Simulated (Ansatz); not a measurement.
**ClFGe2H4O: small, medium and large basis sets**

Aim: see how fast density functionals converge with the basis set for ClFGe2H4O.

Method: one geometry, several basis sets; program: Ansatz 0.2.0, Gaussian basis.

Plan: PBE0-D4/def2-SVP; ωB97M-V/def2-SVP; PBE0-D4/def2-QZVPP; ωB97M-V/def2-QZVPP; the functionals' def2-TZVPP values are taken from earlier runs.

## (1) The geometry

All runs share one geometry, relaxed beforehand with PBE0-D4 in a triple-zeta def2 set.

SMILES `[OH][Ge]([F])([Cl])[GeH3]`, 9 atoms, charge 0, spin multiplicity 1.

Atoms are counted from 1 here; the program's logs count them from 0.

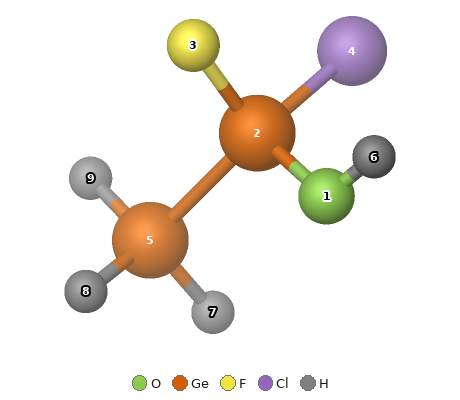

The geometry (oxygen green, germanium orange, fluorine yellow, chlorine purple, hydrogen grey); atoms are numbered from 1 in the order of the file.

## (2) PBE0-D4 in def2-SVP

The input, in.yaml:

```yaml
crystal:
  periodic: [false, false, false]
  atoms:
    - {symbol: O, position_ang: [-1.319047, 1.330636, 0.861607]}
    - {symbol: Ge, position_ang: [-0.301247, -0.097185, 0.761111]}
    - {symbol: F, position_ang: [0.785638, -0.042056, 2.113751]}
    - {symbol: Cl, position_ang: [-1.501339, -1.836736, 1.150439]}
    - {symbol: Ge, position_ang: [0.901651, -0.173081, -1.334842]}
    - {symbol: H, position_ang: [-1.874435, 1.350272, 1.646674]}
    - {symbol: H, position_ang: [-0.132008, -0.271174, -2.459315]}
    - {symbol: H, position_ang: [1.732402, 1.106881, -1.455021]}
    - {symbol: H, position_ang: [1.796883, -1.413756, -1.301602]}
basis:
  gaussian: {orbitals: def2-SVP}
hamiltonian: {xc: pbe0, dispersion: d4}
output: {orbitals: {seedname: orbitals}}
```

Started as:

```bash
$ ansatz run in.yaml --threads 2 --pin off --events-out ev --progress --plain --max-ram 32768MiB --backend cpu
```

Log:

```text
Functional definition: PBE0
  name "PBE0"
  cite "Adamo & Barone, J. Chem. Phys. 110, 6158 (1999) doi:10.1063/1.478522"
  cite "Perdew, Burke & Ernzerhof, Phys. Rev. Lett. 77, 3865 (1996) doi:10.1103/PhysRevLett.77.3865"
  parent pbe
  parameter a = 0.25
  parameter kappa = 0.804
  parameter beta = 0.06672455060314922
  exchange = (1 - a)*pbe_x(kappa = kappa, mu = beta*pi^2/3) + a*exact_x
  correlation = pbe_c(beta = beta)
1250 factors; integrals over basis functions are off by at most 1.5e-3 eV
mean field evaluation 1: about -130340.8096 eV, gradient 5.8e1 eV
mean field evaluation 2: about -130329.0562 eV, gradient 9.9e1 eV
mean field evaluation 4: about -130346.2358 eV, gradient 4.6e0 eV
mean field evaluation 8: about -130346.3299 eV, gradient 2.8e-1 eV
mean field evaluation 16: about -130346.3301 eV, gradient 9.8e-5 eV
mean field -130346.33007736 eV, -4790.1392784270 hartree, gradient 1.7e-5 eV, S^2 0.000000; 0 other end points of the search recorded, 0 dependent functions left out
reference -130346.33010477 eV, -4790.1392794344 hartree; 51, 51 occupied and 79, 79 virtual orbitals, 1250 factors
Total energy: -130346.53086591 eV, -4790.1466572703 hartree
```

Wall time 2.9 s (2 threads of AMD EPYC 7R13, shared host); peak memory 0.38 GiB.

## (3) ωB97M-V in def2-SVP

Changes to in.yaml since step 2:

```diff
@@ -14,3 +14,3 @@
   gaussian: {orbitals: def2-SVP}
-hamiltonian: {xc: pbe0, dispersion: d4}
+hamiltonian: {xc: {name: wB97M-V}}
 output: {orbitals: {seedname: orbitals}}
```

The command is unchanged.

Log (excerpt; [...] marks lines left out):

```text
Functional definition: wB97M-V
  name "wB97M-V"
  cite "Mardirossian & Head-Gordon, J. Chem. Phys. 144, 214110 (2016) doi:10.1063/1.4952647"
  cite "Becke, J. Chem. Phys. 107, 8554 (1997) doi:10.1063/1.475007"
  cite "Vydrov & Van Voorhis, J. Chem. Phys. 133, 244103 (2010) doi:10.1063/1.3521275"
  # Of w^i u^j: cxij and so on, Table III.
[...]
  gx(w, u) = 1 - cx + cx01*u + cx10*w
  gss(w, u) = css00 + css04*u^4 + css10*w + css20*w^2 + css43*w^4*u^3
  gos(w, u) = cos00 + cos10*w + (cos20 + cos21*u)*w^2 + (cos60 + cos61*u)*w^6
[...]
      + integral(e_c_pw_mod_opposite_spin*gos(b97_w_opposite, b97_u_opposite)) + vv10(b, c)
1250 factors; integrals over basis functions are off by at most 1.5e-3 eV
313 factors; integrals over basis functions are off by at most 4.3e-6 eV
[...]
mean field -130361.13218862 eV, -4790.6832459826 hartree, gradient 2.7e-5 eV, S^2 0.000000; 0 other end points of the search recorded, 0 dependent functions left out
reference -130361.13223159 eV, -4790.6832475618 hartree; 51, 51 occupied and 79, 79 virtual orbitals, 1250 factors
Total energy: -130361.13223159 eV, -4790.6832475618 hartree
```

It took 9.5 s on 2 threads of AMD EPYC 7R13, shared host; peak memory 0.53 GiB.

## (4) PBE0-D4 in def2-QZVPP

Changes to in.yaml since step 3:

```diff
@@ -13,4 +13,4 @@
 basis:
-  gaussian: {orbitals: def2-SVP}
-hamiltonian: {xc: {name: wB97M-V}}
+  gaussian: {orbitals: "def2-QZVPP.json"}
+hamiltonian: {xc: pbe0, dispersion: d4}
 output: {orbitals: {seedname: orbitals}}
```

Started as:

```bash
$ ansatz run in.yaml --threads 2 --pin off --events-out ev --progress --plain --max-ram 32768MiB --backend cuda --devices 0, --max-vram 18GiB
```

Log:

```text
Functional definition: PBE0
  name "PBE0"
  cite "Adamo & Barone, J. Chem. Phys. 110, 6158 (1999) doi:10.1063/1.478522"
  cite "Perdew, Burke & Ernzerhof, Phys. Rev. Lett. 77, 3865 (1996) doi:10.1103/PhysRevLett.77.3865"
  parent pbe
  parameter a = 0.25
  parameter kappa = 0.804
  parameter beta = 0.06672455060314922
  exchange = (1 - a)*pbe_x(kappa = kappa, mu = beta*pi^2/3) + a*exact_x
  correlation = pbe_c(beta = beta)
2091 factors; their error is unknown
mean field evaluation 1: about -130367.4366 eV, gradient 6.7e1 eV
mean field evaluation 2: about -130351.2766 eV, gradient 1.2e2 eV
mean field evaluation 4: about -130373.8213 eV, gradient 6.3e0 eV
mean field evaluation 8: about -130373.8776 eV, gradient 2.4e-1 eV
mean field evaluation 16: about -130374.1757 eV, gradient 2.4e-4 eV
mean field -130374.17572512 eV, -4791.1625871080 hartree, gradient 6.5e-6 eV, S^2 0.000000; 0 other end points of the search recorded, 0 dependent functions left out
reference -130374.17576390 eV, -4791.1625885330 hartree; 51, 51 occupied and 431, 431 virtual orbitals, 2091 factors
Total energy: -130374.37652504 eV, -4791.1699663689 hartree
```

Wall time 5 s (1 × H100 (card shared with other runs) with 2 threads of AMD EPYC 7R13, shared host); peak host memory 1.1 GiB.

## (5) ωB97M-V in def2-QZVPP

Changes to in.yaml since step 4:

```diff
@@ -14,3 +14,3 @@
   gaussian: {orbitals: "def2-QZVPP.json"}
-hamiltonian: {xc: pbe0, dispersion: d4}
+hamiltonian: {xc: {name: wB97M-V}}
 output: {orbitals: {seedname: orbitals}}
```

Launched as before.

Log (excerpt; [...] marks lines left out):

```text
Functional definition: wB97M-V
  name "wB97M-V"
  cite "Mardirossian & Head-Gordon, J. Chem. Phys. 144, 214110 (2016) doi:10.1063/1.4952647"
  cite "Becke, J. Chem. Phys. 107, 8554 (1997) doi:10.1063/1.475007"
  cite "Vydrov & Van Voorhis, J. Chem. Phys. 133, 244103 (2010) doi:10.1063/1.3521275"
  # Of w^i u^j: cxij and so on, Table III.
[...]
  gx(w, u) = 1 - cx + cx01*u + cx10*w
  gss(w, u) = css00 + css04*u^4 + css10*w + css20*w^2 + css43*w^4*u^3
  gos(w, u) = cos00 + cos10*w + (cos20 + cos21*u)*w^2 + (cos60 + cos61*u)*w^6
[...]
      + integral(e_c_pw_mod_opposite_spin*gos(b97_w_opposite, b97_u_opposite)) + vv10(b, c)
2051 factors; their error is unknown
366 factors; integrals over basis functions are off by at most 3.1e-5 eV
[...]
mean field -130388.92820294 eV, -4791.7047306681 hartree, gradient 4.7e-5 eV, S^2 0.000000; 0 other end points of the search recorded, 0 dependent functions left out
reference -130388.92826543 eV, -4791.7047329647 hartree; 51, 51 occupied and 431, 431 virtual orbitals, 2051 factors
Total energy: -130388.92826543 eV, -4791.7047329647 hartree
```

Run time: 9 s. Hardware: 1 × H100 (card shared with other runs) with 2 threads of AMD EPYC 7R13, shared host; peak host memory 1.1 GiB.

## (6) Functionals by basis

The def2-TZVPP values come from earlier runs at the same geometry.

| functional | basis | functions | energy (eV) | from the largest (eV) | HOMO (eV) | LUMO (eV) |
| --- | --- | --- | --- | --- | --- | --- |
| PBE0-D4 | def2-SVP | 130 | -130346.5309 | 27.846 | -8.75 | -0.49 |
| PBE0-D4 | def2-TZVPP | 256 | -130371.2711 | 3.105 | -8.87 | -0.74 |
| PBE0-D4 | def2-QZVPP | 482 | -130374.3765 | 0.000 | -8.90 | -0.87 |
| ωB97M-V | def2-SVP | 130 | -130361.1322 | 27.796 | -10.79 | 1.51 |
| ωB97M-V | def2-TZVPP | 256 | -130385.9160 | 3.012 | -10.94 | 1.15 |
| ωB97M-V | def2-QZVPP | 482 | -130388.9283 | 0.000 | -10.98 | 0.83 |

## (7) What came out

| quantity | value |
| --- | --- |
| PBE0-D4: double and triple zeta above quadruple | 27.85, 3.11 eV |
| ωB97M-V: double and triple zeta above quadruple | 27.80, 3.01 eV |

What this shows: PBE0-D4 gains 24.74 eV from double to triple zeta, then 3.11 eV more. These are total energies; as a rule much of such shifts cancels in differences, which this series doesn't test. The LUMO of ωB97M-V is positive and keeps falling with the basis (1.51 to 0.83 eV): an unbound level that the basis holds in place.
